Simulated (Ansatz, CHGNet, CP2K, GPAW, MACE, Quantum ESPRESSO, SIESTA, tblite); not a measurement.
# How far do other methods lie from plane waves? Nb(100)/C(110) interface (80 atoms)

One geometry of Nb(100)/C(110) interface (80 atoms) is solved by several programs and methods. How far do their forces lie from a plane-wave PBE run?

Results are calculated, not measured.

## Step 1: The cell

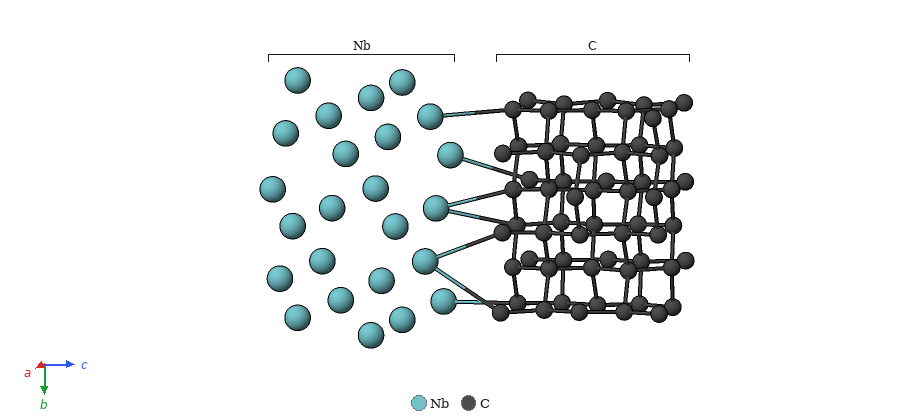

The cell (niobium teal, carbon dark grey). Some periodic images of atoms are drawn too.

The cell holds 80 atoms (20 Nb and 60 C), with edges of 7.13, 7.57 and 24.46 Å. Recipe: bcc Nb(100), 4 repeat layers, 5 surface cells, strained -3.32 and +2.54 %; diamond-structure C(110), 5 layers, 6 cells, -0.00 and -0.00 %; outer planes 2.45 Å apart, 12 Å of vacuum above; not relaxed, displaced by a Gaussian of 0.02 Å. Then every atom was moved at random, 0.02 Å r.m.s. a Cartesian component.

## Step 2: The reference input

Quantum ESPRESSO 7.5: Kohn-Sham DFT, PBE, SSSP efficiency 1.3.0 pseudopotentials, plane waves. Its input, pw.in:

```
&control
  calculation = 'scf'
  pseudo_dir = './pseudo'
  outdir = './tmp'
  disk_io = 'none'
  tprnfor = .true.
/
&system
  ibrav = 0
  nat = 80
  ntyp = 2
  ecutwfc = 45
  ecutrho = 360
  nosym = .true.
  occupations = 'smearing'
  smearing = 'fd'
  degauss = 0.003675
/
&electrons
  conv_thr = 4.0e-07
  electron_maxstep = 100
  mixing_beta = 0.2
  mixing_mode = 'local-TF'
  diagonalization = 'david'
/
ATOMIC_SPECIES
Nb 92.906 Nb.upf
C 12.011 C.upf
CELL_PARAMETERS angstrom
7.13400 0.00000 0.00000
0.00000 7.56670 0.00000
0.00000 0.00000 24.45984
ATOMIC_POSITIONS crystal
Nb 0.59519 0.79450 0.24563
Nb 0.90035 0.69875 0.31384
Nb 0.59631 0.79944 0.37907
Nb 0.49538 0.49888 0.44656
[... 74 atom lines left out ...]
C 0.37529 0.91300 0.75234
C 0.00572 0.74088 0.75417
K_POINTS gamma
```

```console
$ OMP_NUM_THREADS=1 mpirun -np 4 pw.x -in pw.in > output.txt
```

Run time: 5.5 min. Hardware: 4 MPI ranks of Arm Neoverse V1, shared host; peak memory 2.7 GiB; 22 min of CPU time.

It converged with an r.m.s. force component of 1.8 eV/Å.

## Step 3: What was run beside it

- CHGNet: machine-learned potential, published weights.
- CP2K 2026.2: Gaussian basis with GTH pseudopotentials and a plane-wave density; labels give functional, basis (MOLOPT sets; SR short-range, UZH the newer set with its own potentials), grid cutoff/relative cutoff and solver (OT: orbital transformation; TRS4, TC2, SIGN: linear-scaling purification with its sparsity filter), or its built-in tight binding.
- MACE: machine-learned potential, published weights.
- SIESTA 5.4.2: numerical atomic orbitals, whose automatically made sets are far from complete, with PseudoDojo norm-conserving potentials that we converted to its format (checked against plane waves on the same files for H, C, O, Si, Ge and Ca alone); labels give functional, basis size, energy shift and mesh cutoff.
- tblite 0.8.0: extended tight binding, driven from Python.

All use the same cell and atoms, and the electronic-structure runs the same k-mesh.

## Step 4: Side by side

Differences are against the reference: forces as r.m.s. over components, share as that over the reference's r.m.s. force, slope as the fitted ratio of a run's forces to the reference's.

```
                                                          run  Δ force, r.m.s. (meV/Å)  share (%)  slope  cores  CPU time  memory (GiB)
                                                    reference                        -          -      -      4    22 min           2.7
                                       CHGNet 0.3.0 potential                      631       34.3  0.919      1     7.3 s           3.2
                                      CHGNet r2SCAN potential                      695       37.8  0.803      1     6.3 s           3.2
CP2K PBE, DZVP-MOLOPT-SR, 300/50 Ry, diagonalisation (coarse)                     61.9       3.37  1.026      2    21 min           1.8
         CP2K PBE, DZVP-MOLOPT-SR, 600/50 Ry, diagonalisation                     59.9       3.26  1.026      4    27 min           6.1
                                 MACE MP-0b3 medium potential                      466       25.4  0.886      1     9.9 s           1.2
                 SIESTA PBE, DZP, shift 0.005 Ry, mesh 300 Ry                      159       8.65  1.002      2    16 min           1.7
                  SIESTA PBE, DZP, shift 0.01 Ry, mesh 300 Ry                      145       7.89  1.005      2    11 min           1.5
                                              tblite GFN1-xTB                      482       26.2  0.944      1     4.3 s          0.12
```

Rows marked coarse were listed beforehand as settings not expected to be converged; some can still land near the reference.

Times of the machine-learned potentials are mostly Python's start and the loading of weights.

Runs without a result: GPAW PBE, LCAO dzp, h 0.2 Å (cut off at its time limit); GPAW PBE, LCAO szp(dzp), h 0.2 Å (cut off at its time limit).

CPU time is summed over cores on shared hosts, so it is rough.

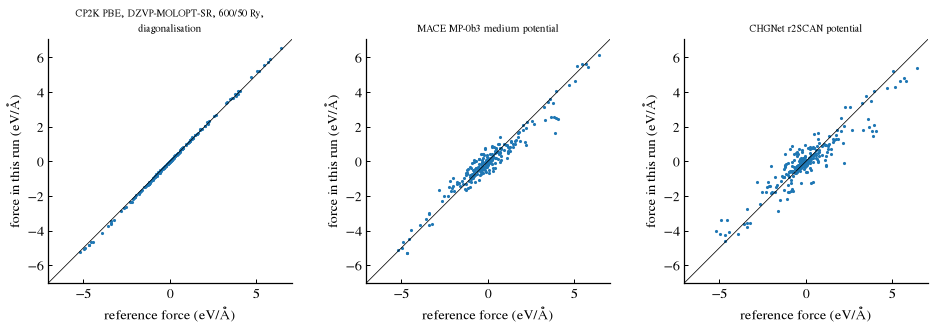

Force components against those of the reference; the line marks equality.

## Step 5: What came out

Forces lie from 3.3 % (CP2K PBE, DZVP-MOLOPT-SR, 600/50 Ry, diagonalisation) to 38 % (CHGNet r2SCAN potential) of the reference's r.m.s. force of 1.8 eV/Å away from it. The PBE runs in local orbitals, coarse settings apart, differ by 3.3 % (CP2K PBE, DZVP-MOLOPT-SR, 600/50 Ry, diagonalisation) to 8.7 % (SIESTA PBE, DZP, shift 0.005 Ry, mesh 300 Ry); basis, grid and potentials can all enter. Tight binding differs by 26 % (tblite GFN1-xTB); it is another model, with fitted parameters of its own, and the xTB methods hold dispersion. Machine-learned potentials differ by 25 % (MACE MP-0b3 medium potential) to 38 % (CHGNet r2SCAN potential); they were trained on other programs' data, some at another functional.

Runs with settings chosen to be coarse differ by 3.4 % (CP2K PBE, DZVP-MOLOPT-SR, 300/50 Ry, diagonalisation), their programs' other errors included. From CP2K PBE, DZVP-MOLOPT-SR, 300/50 Ry, diagonalisation to the finer CP2K PBE, DZVP-MOLOPT-SR, 600/50 Ry, diagonalisation the share goes from 3.37 to 3.26 %, so the grid isn't what parts these runs from the reference.

**Limits.** Periodic xTB results under one method name differ between programs and library versions. Machine-learned potentials mimic data converged in k, so the reference's own k-point error enters their differences. The host structure and its lattice constant were typed by rule, without a check against the phase diagram. The electronic-structure runs sample only Γ, in a cell whose shortest periodic width is 7 Å, which is coarse for a cell with partly filled levels. The slab repeats along its normal with no dipole correction. Spin–orbit coupling is left out. The reference has no spin polarisation, so local moments can't form. Where levels are smeared, the DFT runs use Fermi–Dirac occupations at 580 K (0.05 eV), and energies are free energies. The atoms were displaced at random, and shares hang on the size of the forces that this gives. The reference's cutoffs and mesh weren't converged further here.

[Logs are printed without paths, hosts, clocks, repeated set-up lines and the standing remarks that a program may print on its own settings, such as how far it seeks lower states.]

[Hosts, paths, dates, database ids (printed as entryN), source tags and the programs' standing remarks are cut or masked in the printed files.]

[Cells were taken only where this reference lay near another plane-wave run.]
